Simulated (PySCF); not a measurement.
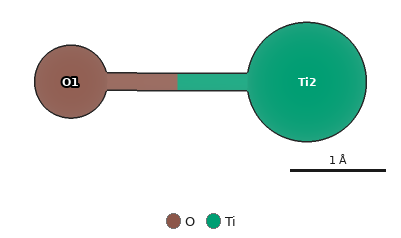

*The structure as given in the input (ball-and-stick view, seen on its broad side; atoms are numbered from 1 in the order of the input). Sticks mark near contacts.*

Bond lengths as drawn: O–Ti 2.48 Å.

## TiO: geometry relaxation

System: TiO, multiplicity 3, SMILES [O][Ti].
Method: PBE0-D3(BJ)/def2-SVP geometry optimisation, gas phase (PySCF 2.14.0).

### Output
```
step   0  E = -924.03010105  max force = 0.073708
step   1  E = -924.06278249  max force = 0.100344
step   2  E = -924.12896077  max force = 0.143676
step   3  E = -924.21466758  max force = 0.010637
step   4  E = -924.21426096  max force = 0.024898
step   5  E = -924.21473302  max force = 0.006430
step   6  E = -924.21476924  max force = 0.000163
step   7  E = -924.21476930  max force = 0.000008
optimisation converged
```

### Trajectory as extended XYZ (Å, eV, eV/Å), 8 frames, from step=0 to step=7
```
2
Properties=species:S:1:pos:R:3:forces:R:3 step=0 energy=-25144.13977
O     1.2648   -0.0840    0.0087   -3.7902   0.1206  -0.0594
Ti   -1.2150   -0.0037   -0.0309    3.7902  -0.1206   0.0594
2
Properties=species:S:1:pos:R:3:forces:R:3 step=1 energy=-25145.02908
O     1.1648   -0.0810    0.0073   -5.1599   0.1675  -0.0827
Ti   -1.1151   -0.0067   -0.0295    5.1599  -0.1675   0.0827
2
Properties=species:S:1:pos:R:3:forces:R:3 step=2 energy=-25146.82988
O     1.0235   -0.0765    0.0050   -7.3881   0.2453  -0.1215
Ti   -0.9738   -0.0112   -0.0272    7.3881  -0.2453   0.1215
2
Properties=species:S:1:pos:R:3:forces:R:3 step=3 energy=-25149.16208
O     0.8236   -0.0696    0.0016   -0.5470   0.0178  -0.0083
Ti   -0.7739   -0.0181   -0.0238    0.5470  -0.0178   0.0083
2
Properties=species:S:1:pos:R:3:forces:R:3 step=4 energy=-25149.15102
O     0.8076   -0.0692    0.0015    1.2803  -0.0424   0.0218
Ti   -0.7579   -0.0186   -0.0237   -1.2803   0.0424  -0.0218
2
Properties=species:S:1:pos:R:3:forces:R:3 step=5 energy=-25149.16387
O     0.8156   -0.0694    0.0015    0.3306  -0.0111   0.0061
Ti   -0.7659   -0.0183   -0.0238   -0.3306   0.0111  -0.0061
2
Properties=species:S:1:pos:R:3:forces:R:3 step=6 energy=-25149.16485
O     0.8186   -0.0695    0.0017   -0.0084   0.0001   0.0005
Ti   -0.7689   -0.0182   -0.0239    0.0084  -0.0001  -0.0005
2
Properties=species:S:1:pos:R:3:forces:R:3 step=7 energy=-25149.16485
O     0.8186   -0.0696    0.0018    0.0000  -0.0001   0.0004
Ti   -0.7689   -0.0182   -0.0240    0.0000   0.0001  -0.0004
```

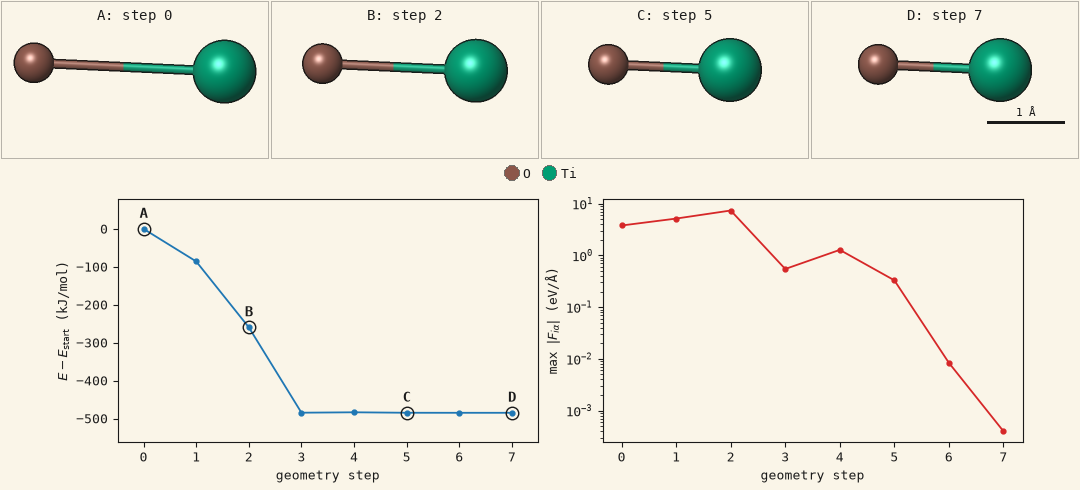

*Frames of the relaxation (ball-and-stick view, seen at a tilt) above the curves, on which the letters mark them (steps are counted from 0).*

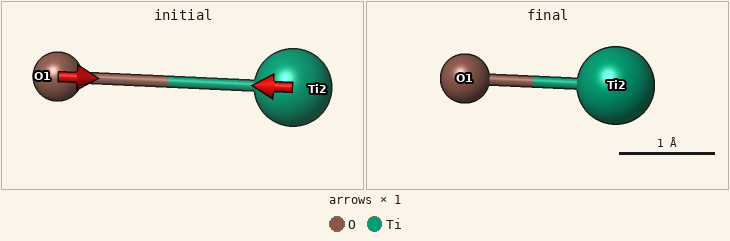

*Before (left) and after (right) the relaxation, at one scale (ball-and-stick view, seen at a tilt). The red arrows give the displacements, at true length.*

Over 7 geometry steps the energy falls by 484.8 kJ/mol. Largest force component: 3.8 eV/Å at the start, 0.0004 eV/Å at the end. The largest moves after the best rigid fit, 0.45 Å, are those of O1 and Ti2. By element the largest moves are O 0.45 Å, Ti 0.45 Å. Among the contacts that change: O1–Ti2 2.481 → 1.588 Å. (Atoms are counted from 1 in the order of the input.)

This output came from the following input.

### The input
```
{"job": {"xc": "PBE0", "basis": "def2-SVP", "d3": "d3bj", "grid": 1, "shake": 0.03, "kind": "geom"}, "charge": 0, "multiplicity": 3}
O      1.264750    -0.084010     0.008720
Ti    -1.215040    -0.003710    -0.030950
```

The first line tells a small driver script what to run in PySCF; the rest is the geometry in Å.

Command:
```bash
OMP_NUM_THREADS=1 python <driver script> task.json out
```

### Key numbers

- outcome: converged
- total energy: −924.214769 hartree
- ⟨S²⟩: 2.015
- dipole moment: 3.32 D
- point group: Cinfv
- hardware: 1 CPU thread, shared host
- wall time: 14 s
- peak memory: 0.24 GiB
